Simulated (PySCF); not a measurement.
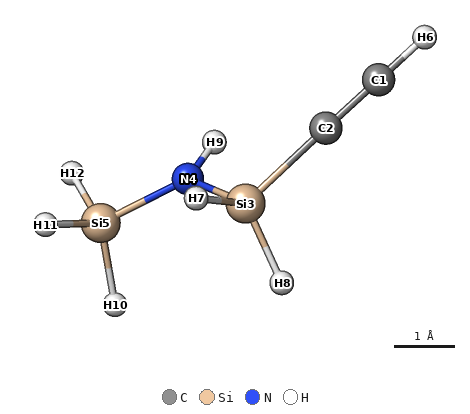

The input geometry of run A (ball-and-stick view, seen at a tilt; atoms are numbered from 1 in the order of the input). Bond lengths as drawn: C–C 1.20 Å, C–H 1.05 Å, C–Si 1.85 Å, H–N 1.01 Å, H–Si 1.46 to 1.47 Å and N–Si 1.73 Å.

# What a change does: NMR shielding calculation on C2H7NSi2

System: C2H7NSi2, SMILES C#C[SiH2]N[SiH3].
Method of run A: GIAO PBE0/pcSseg-1 NMR shielding, non-relativistic, gas phase (PySCF 2.14.0).

The geometry comes from this level: GFN2-xTB. Text and figures count atoms from 1; the logs count them from 0 in places.

**Input file, run A**
```
{"job": {"kind": "nmr", "xc": "PBE0", "basis": "pcSseg-1"}, "charge": 0, "multiplicity": 1}
C      3.276714    -0.440355     0.793178
C      2.138871    -0.634419     0.458607
Si     0.392322    -0.939901    -0.076524
N     -0.460070     0.519643     0.314239
Si    -2.148312     0.856959     0.146056
H      4.272223    -0.268625     1.089461
H     -0.195860    -2.048798     0.679832
H      0.383438    -1.212735    -1.521477
H      0.126380     1.321151     0.481424
H     -2.543100     0.898183    -1.267794
H     -2.882455    -0.212280     0.822655
H     -2.358951     2.160493     0.774965
```

The first line tells a small driver script what to run in PySCF; the rest is the geometry in Å.

Command:
```bash
OMP_NUM_THREADS=1 python <driver script> task.json out
```

Hardware: 1 CPU thread, shared host.

**Output (run A)**
```
coarse grid: 10824 points
cycle   1  E = -713.5945127777  dE =  3.085e-01  |g| = 5.249e-01  |ddm| = 3.192e+00
cycle   2  E = -713.5500388345  dE =  4.447e-02  |g| = 6.829e-01  |ddm| = 1.123e+00
cycle   3  E = -713.6531440761  dE = -1.031e-01  |g| = 1.161e-01  |ddm| = 6.845e-01
cycle   4  E = -713.6559264885  dE = -2.782e-03  |g| = 4.738e-02  |ddm| = 1.170e-01
cycle   5  E = -713.6563947038  dE = -4.682e-04  |g| = 2.212e-02  |ddm| = 4.435e-02
cycle   6  E = -713.6565135039  dE = -1.188e-04  |g| = 2.350e-03  |ddm| = 1.752e-02
cycle   7  E = -713.6565150160  dE = -1.512e-06  |g| = 2.854e-04  |ddm| = 2.888e-03
final grid: 94864 points
cycle   8  E = -713.6836147183  dE = -1.457e-05  |g| = 5.321e-03  |ddm| = 2.138e-02
cycle   9  E = -713.6836093406  dE =  5.378e-06  |g| = 7.369e-03  |ddm| = 1.103e-02
cycle  10  E = -713.6836209878  dE = -1.165e-05  |g| = 7.342e-04  |ddm| = 6.312e-03
cycle  11  E = -713.6836211084  dE = -1.205e-07  |g| = 2.280e-04  |ddm| = 8.237e-04
cycle  12  E = -713.6836211164  dE = -8.030e-09  |g| = 1.482e-04  |ddm| = 2.389e-04
cycle  13  E = -713.6836211219  dE = -5.539e-09  |g| = 1.685e-05  |ddm| = 1.031e-04
cycle  14  E = -713.6836211220  dE = -5.991e-11  |g| = 3.006e-06  |ddm| = 1.866e-05
converged SCF energy = -713.6836211220

GIAO shielding tensors (ppm)
atom      isotropic    diamagn.    paramagn.     s11        s22        s33       span
  0 C       84.207     260.392    -176.185     -1.571      3.793    250.399    251.970
  1 C       98.701     259.344    -160.643     -2.546      9.264    289.385    291.930
  2 Si     405.879     879.929    -474.050    362.798    398.452    456.386     93.588
  3 N      269.443     325.735     -56.292    237.887    270.602    299.841     61.954
  4 Si     406.361     879.064    -472.703    360.713    389.457    468.914    108.200
  5 H       29.793      32.946      -3.153     24.794     24.851     39.734     14.940
  6 H       26.675      28.717      -2.041     23.474     25.041     31.511      8.037
  7 H       26.603      28.836      -2.232     23.078     24.943     31.789      8.711
  8 H       31.950      33.818      -1.868     22.269     30.280     43.300     21.031
  9 H       26.929      28.590      -1.661     23.097     25.191     32.499      9.402
 10 H       27.001      28.696      -1.695     23.428     25.568     32.006      8.578
 11 H       26.984      28.433      -1.449     23.546     25.296     32.111      8.565
```

For run B the input was changed thus:
```diff
-C      3.276714    -0.440355     0.793178
-C      2.138871    -0.634419     0.458607
-Si     0.392322    -0.939901    -0.076524
-N     -0.460070     0.519643     0.314239
-Si    -2.148312     0.856959     0.146056
-H      4.272223    -0.268625     1.089461
-H     -0.195860    -2.048798     0.679832
-H      0.383438    -1.212735    -1.521477
-H      0.126380     1.321151     0.481424
-H     -2.543100     0.898183    -1.267794
-H     -2.882455    -0.212280     0.822655
-H     -2.358951     2.160493     0.774965
+C     -1.727890     2.278895    -0.266909
+C     -1.148254     1.287498     0.091788
+Si    -0.237062    -0.264136     0.583483
+N     -0.931800    -1.701164    -0.082530
+Si     1.957061    -0.144682    -0.112913
+H     -2.238147     3.149558    -0.568169
+H     -0.489897    -0.403947     2.025618
+H     -1.872248    -1.956465     0.173599
+H     -0.777337    -1.922173    -1.052888
+H      2.682210     0.885366     0.636820
+H      2.098855     0.192739    -1.534675
+H      2.685707    -1.402174     0.080749
```

How does run B compare with run A?

With the same method and basis, run B lies 8.4 kcal/mol higher. The HOMO goes from −7.44 to −7.57 eV. The LUMO goes from −0.32 to −0.49 eV. The dipole moment goes from 0.96 to 1.37 D. Of all shieldings, the largest change is that of Si5, by +59.7 ppm. The number of SCF iterations is the same.

**Output (run B)**
```
coarse grid: 10824 points
cycle   1  E = -713.5842114702  dE =  2.822e-01  |g| = 5.044e-01  |ddm| = 3.160e+00
cycle   2  E = -713.5594858820  dE =  2.473e-02  |g| = 6.063e-01  |ddm| = 1.103e+00
cycle   3  E = -713.6415918738  dE = -8.211e-02  |g| = 9.246e-02  |ddm| = 5.947e-01
cycle   4  E = -713.6432237908  dE = -1.632e-03  |g| = 4.351e-02  |ddm| = 9.783e-02
cycle   5  E = -713.6436382484  dE = -4.145e-04  |g| = 1.863e-02  |ddm| = 4.077e-02
cycle   6  E = -713.6437229311  dE = -8.468e-05  |g| = 2.512e-03  |ddm| = 1.596e-02
cycle   7  E = -713.6437246800  dE = -1.749e-06  |g| = 3.476e-04  |ddm| = 3.508e-03
final grid: 94864 points
cycle   8  E = -713.6701652099  dE = -1.625e-05  |g| = 5.536e-03  |ddm| = 2.009e-02
cycle   9  E = -713.6701612943  dE =  3.916e-06  |g| = 7.091e-03  |ddm| = 1.099e-02
cycle  10  E = -713.6701718702  dE = -1.058e-05  |g| = 6.631e-04  |ddm| = 5.823e-03
cycle  11  E = -713.6701719753  dE = -1.051e-07  |g| = 1.645e-04  |ddm| = 8.619e-04
cycle  12  E = -713.6701719819  dE = -6.622e-09  |g| = 4.715e-05  |ddm| = 2.048e-04
cycle  13  E = -713.6701719821  dE = -2.146e-10  |g| = 3.570e-05  |ddm| = 5.333e-05
cycle  14  E = -713.6701719824  dE = -3.187e-10  |g| = 5.326e-06  |ddm| = 2.765e-05
converged SCF energy = -713.6701719824

GIAO shielding tensors (ppm)
atom      isotropic    diamagn.    paramagn.     s11        s22        s33       span
  0 C       84.252     260.442    -176.190      4.455     11.216    237.085    232.630
  1 C       94.027     263.827    -169.800     -8.684     -0.746    291.510    300.193
  2 Si     405.985     879.307    -473.322    369.247    384.268    464.441     95.194
  3 N      251.200     317.373     -66.173    229.848    252.573    271.179     41.331
  4 Si     466.095     879.983    -413.887    450.612    466.177    481.497     30.884
  5 H       29.663      33.278      -3.615     24.856     25.021     39.112     14.256
  6 H       26.629      28.275      -1.646     23.335     25.183     31.369      8.035
  7 H       31.041      29.772       1.269     23.684     26.709     42.731     19.047
  8 H       31.376      31.565      -0.190     24.277     28.244     41.606     17.328
  9 H       28.327      28.604      -0.276     25.096     26.050     33.836      8.740
 10 H       28.222      29.215      -0.992     25.169     26.344     33.154      7.984
 11 H       28.314      28.541      -0.227     24.856     26.035     34.051      9.196
```

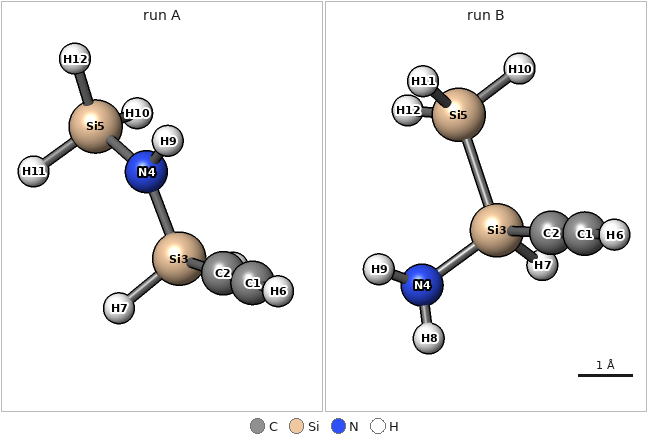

The two input geometries at one scale (ball-and-stick view, seen at a tilt). The atom that moves furthest after the best rigid fit is H9 (3.22 Å). By element the largest moves are H 3.22 Å, N 2.31 Å, C 1.00 Å, Si 0.87 Å. Among the contacts that change: N4–H8 2.661 → 1.008 Å, N4–Si5 1.730 → 3.282 Å, Si3–H8 1.471 → 2.389 Å, Si3–Si5 3.120 → 2.305 Å.

**The two runs side by side**

| quantity | run A | run B |
| --- | --- | --- |
| outcome | converged | converged |
| total energy (hartree) | −713.683621 | −713.670172 |
| HOMO (eV) | −7.44 | −7.57 |
| LUMO (eV) | −0.32 | −0.49 |
| dipole moment (D) | 0.96 | 1.37 |
| shielding of C2 (ppm) | 98.7 | 94.0 |
| shielding of N4 (ppm) | 269.4 | 251.2 |
| shielding of Si5 (ppm) | 406.4 | 466.1 |
| shielding of H8 (ppm) | 26.6 | 31.0 |
| shielding of H10 (ppm) | 26.9 | 28.3 |
| shielding of H11 (ppm) | 27.0 | 28.2 |
| shielding of H12 (ppm) | 27.0 | 28.3 |
| SCF iterations | 14 | 14 |
| basis functions | 134 | 134 |
| wall time (shared host) | 25 s | 24 s |
